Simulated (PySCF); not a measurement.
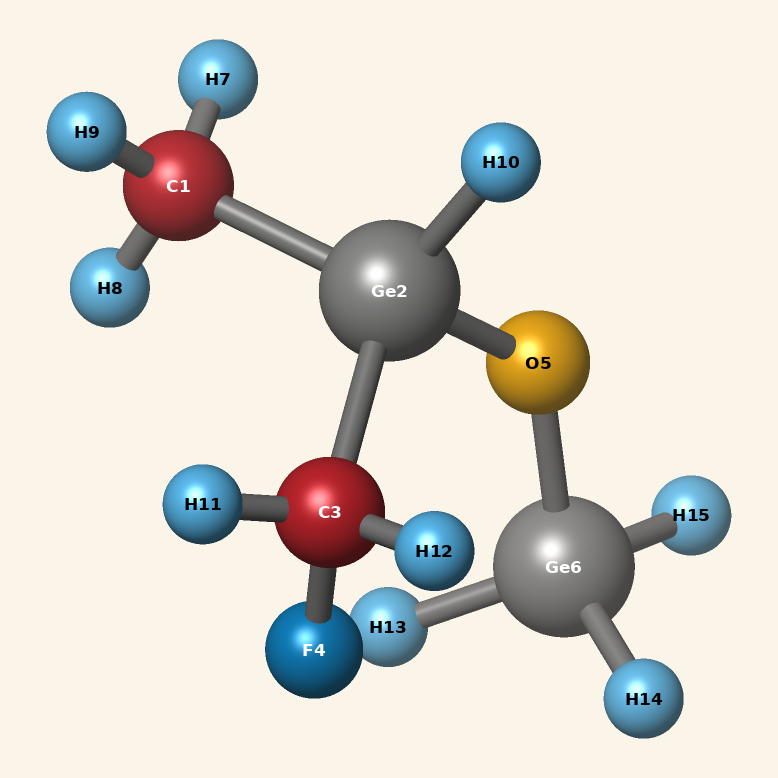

The geometry was computed by an optimisation with GFN2-xTB. No frequency run is at hand to confirm it as a minimum. Properties computed with B3LYP/pcJ-1 (pcSseg-1 on Ge) indirect spin-spin coupling, non-relativistic, gas phase (PySCF 2.14.0). Isotopes: 13C, 19F, 1H, 17O.

Give the spin–spin coupling constants of these pairs, with the number of bonds between them: C3/F4, F4/H11, F4/H12, F4/H10, F4/O5.

```tsv
pair	bonds apart	J (Hz)
C3, F4	1	−229.0
F4, H11	2	56.8
F4, H12	2	55.3
F4, H10	3	17.4
F4, O5	3	2.4
```

Density functionals are unreliable for couplings to fluorine, so those rows may be far off.

The geometry is semi-empirical. Around Ge such bond lengths and angles can be off by a tenth of an ångström or more and by several degrees, and values that hang on the shape move with them.
